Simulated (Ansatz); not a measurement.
**FH2OPSi (SMILES F[SiH]1OP1): density, localisation and related maps**

Input

```
crystal:
  periodic: [false, false, false]
  atoms:
    - { symbol: F, position_ang: [-2.08943, -0.11279, -1.17669] }
    - { symbol: Si, position_ang: [-0.4888, -0.0468, -0.9759] }
    - { symbol: O, position_ang: [-0.0585, 1.1569, -0.0433] }
    - { symbol: P, position_ang: [1.1284, 0.6743, 0.9824] }
    - { symbol: H, position_ang: [0.17411, -0.13783, -2.31735] }
    - { symbol: H, position_ang: [0.199, 0.0408, 1.9131] }
basis:
  gaussian: { orbitals: def2-SVP }
hamiltonian:
  xc: pbe0
  dispersion: d4
relax:
  f_tol: 0.015
  max_steps: 40
output:
  orbitals: {}
```

Command:

```sh
ansatz run input.yaml --threads 1 --pin off --max-ram 2048MiB --backend cpu --events-out ev --progress --plain --runs-dir out
```

The fields are those of the relaxed geometry.

All numbers below come from Ansatz, RKS PBE0-D4/def2-SVP.

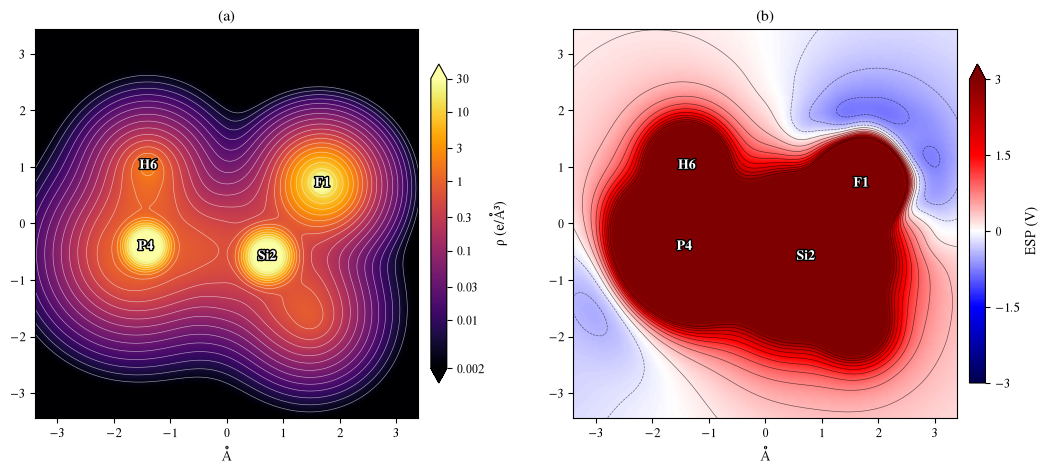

Figure 1. (a) total electron density; (b) electrostatic potential on the plane of atoms F1, Si2 and P4.

> Interpret the plot.

- Atoms in the plane: F, Si, P and H.
- Si–F (1.61 Å): ρ is about 1 e/Å³ halfway.
- Si–P (2.16 Å): ρ at the midpoint is about 0.71 e/Å³.
- P–H (1.44 Å): ρ is about 1.1 e/Å³ halfway.
- Outside the dense part of the molecule the potential is most negative (−0.8 V) near F1.

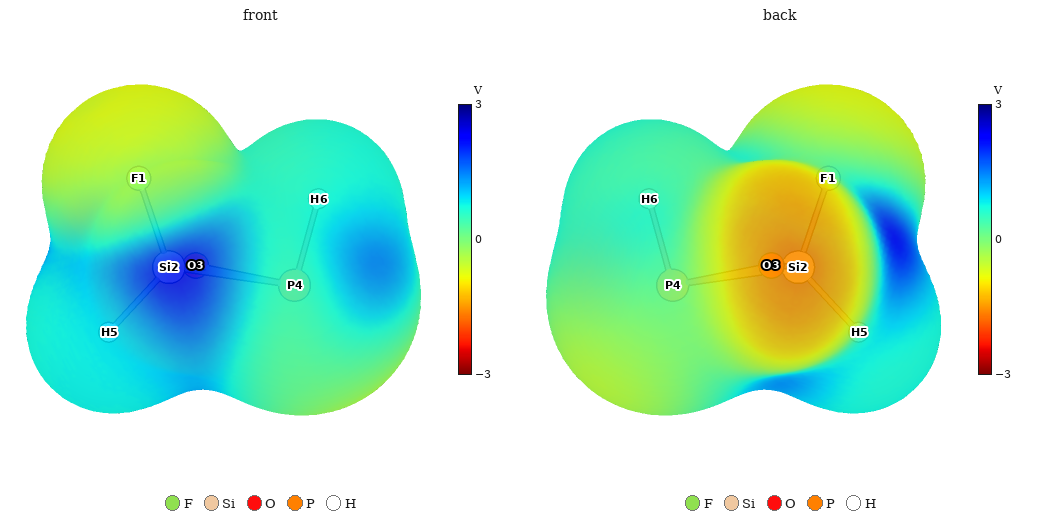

Figure 2. The electrostatic potential painted on the density surface at 0.002 e/bohr³, seen from the front and from behind; the colour scale runs from red (negative) to blue (positive).

> Which sites attract a positive test charge, and which a negative one?

A positive charge is drawn to the negative regions and a negative charge to the positive ones. The most negative region (about −1.5 V) lies over O3, the most positive (about +2.1 V) over Si2. O3 is the likeliest acceptor of a hydrogen bond.

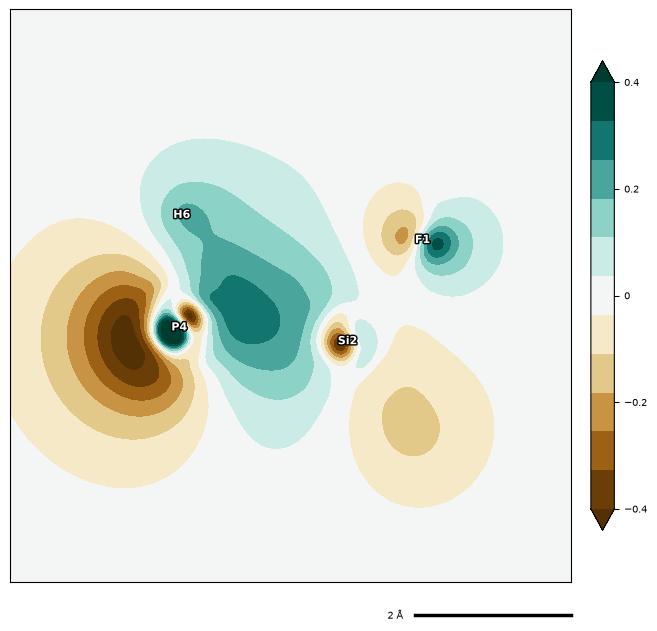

Figure 3. One frontier orbital on the plane of atoms Si2, P4 and H6 (values in Å⁻³ᐟ²; the overall sign is arbitrary).

> Which orbital is it: HOMO or LUMO?

The HOMO, at −7.47 eV. It lies mainly on P4 (about 50 %), Si2 (about 20 %) and O3 (about 20 %).

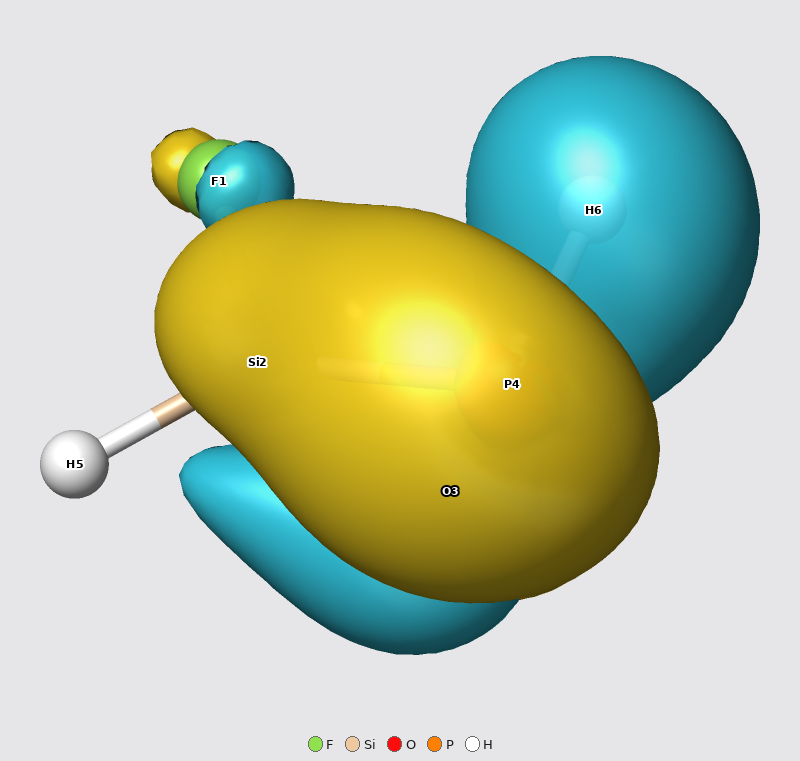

Figure 4. The HOMO−1 at ±0.08 Å⁻³ᐟ² (yellow and cyan are the two phases), seen at a tilt.

> Where does this orbital lie, and at what energy?

By Hirshfeld shares it lies mainly on P4 (about 40 %), O3 (about 35 %) and H6 (about 15 %). Its energy is −8.30 eV.
